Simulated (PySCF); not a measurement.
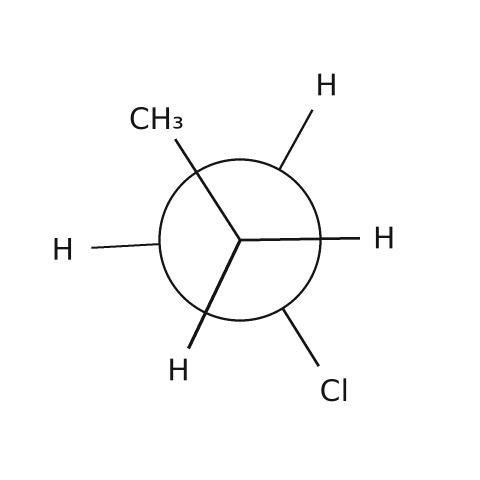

A Newman projection along the Si–Si bond, silicon in front; angles are drawn as computed, but eclipsed bonds slightly apart. Computed geometry: PBE0-D3(BJ)/def2-SVP optimisation. No frequency run is at hand to confirm it as a minimum.

### Which molecule is it?

CH7ClSi2, C[SiH2][SiH2]Cl

### What is the torsion angle from the front CH3 to the back Cl? The sign is positive where the front bond must turn clockwise to cover the back bond.

−179°, antiperiplanar (anti). The conformation about this bond is staggered.
